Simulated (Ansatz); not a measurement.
**H5Si3 (doublet): density, localisation and related maps**

Input file:

```
crystal:
  periodic: [false, false, false]
  atoms:
    - {symbol: Si, position_ang: [0.908754, 1.303577, 0.616155]}
    - {symbol: Si, position_ang: [-1.150708, 0.310662, 0.328522]}
    - {symbol: Si, position_ang: [0.795742, -0.514222, -0.794699]}
    - {symbol: H, position_ang: [0.619415, -0.320961, -2.256799]}
    - {symbol: H, position_ang: [1.350200, 0.620980, 1.883244]}
    - {symbol: H, position_ang: [-2.101693, 0.832096, -0.686222]}
    - {symbol: H, position_ang: [1.443469, -1.817530, -0.499653]}
    - {symbol: H, position_ang: [-1.865179, -0.414601, 1.409452]}
basis:
  gaussian: {orbitals: def2-TZVP, initial_orbitals: start.molden}
magnetization: {spin_polarized: true, initial_magnetization: 1}
hamiltonian: {xc: pbe0, dispersion: d4}
scf: {omitted_lower_state_checks: [starts]}
output: {orbitals: {seedname: orbitals}}
```

Launched as:

```sh
ansatz run in.yaml --threads 4 --pin off --events-out ev --progress --plain --max-ram 3916MiB
```

Geometry: PBE0-D4/def2-TZVP.

Level of theory: Ansatz 0.2.0, UKS PBE0-D4/def2-TZVP.

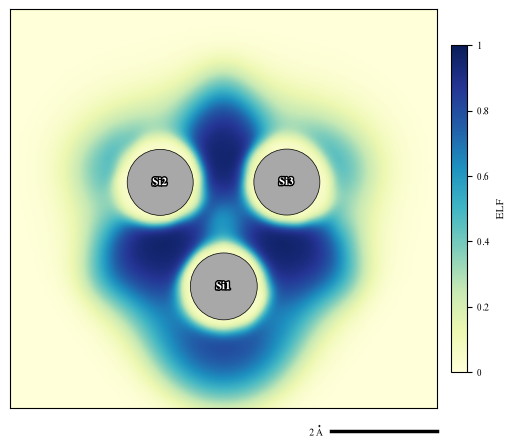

Figure 1. Electron localisation function on the plane of atoms Si1, Si2 and Si3. Grey discs cover the atomic cores.

> Interpret the plot.

- The section cuts through Si sites.
- Si–Si (2.30 Å): the ELF peaks at about 0.90 between the atoms; a covalent bond.
- Si–Si (2.39 Å): the ELF peaks at about 0.90 between the atoms (a covalent bond).
- The ELF also peaks beside Si1, away from the bonds: non-bonding electrons, paired or unpaired.

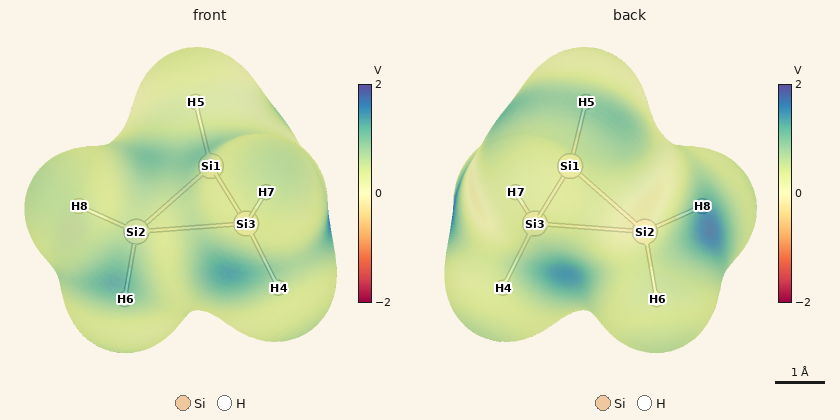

Figure 2. The molecular electrostatic potential painted on the density surface at 0.004 e/bohr³, seen from the front and from behind; red is negative and blue positive.

> Which sites attract a positive test charge, and which a negative one?

A positive charge is drawn to the negative regions and a negative charge to the positive ones. The most negative region (about −0.1 V) lies over Si1, the most positive (about +1.6 V) over Si2 and Si3.

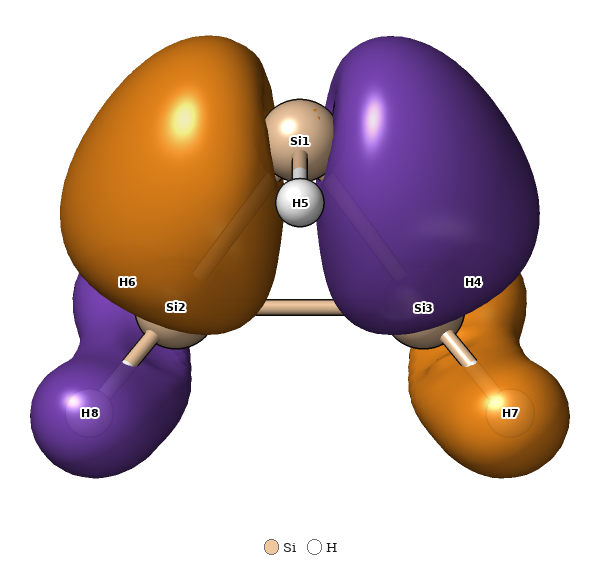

Figure 3. The HOMO−1 (α) at ±0.1 Å⁻³ᐟ² (orange and purple are the two phases), seen from one side.

> What is the character of this orbital?

By Hirshfeld shares it lies mainly on Si1 (about 40 %), Si2 (about 25 %) and Si3 (about 25 %). Its energy is −7.33 eV.

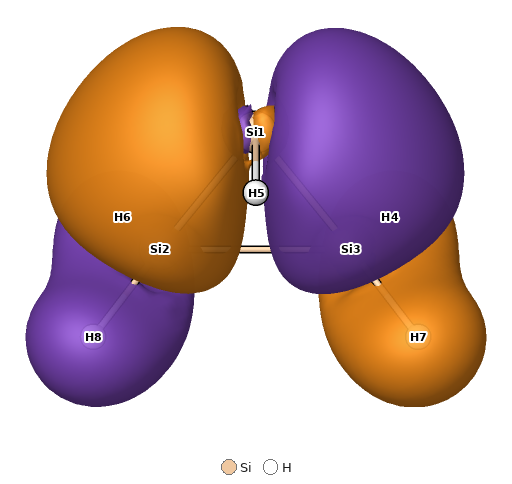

Figure 4. The HOMO (β) at ±0.06 Å⁻³ᐟ² (orange and purple are the two phases), seen from one side.

> Describe this orbital and give its energy.

By Hirshfeld shares it lies mainly on Si1 (about 40 %), Si2 (about 25 %) and Si3 (about 25 %). Its energy is −7.12 eV.
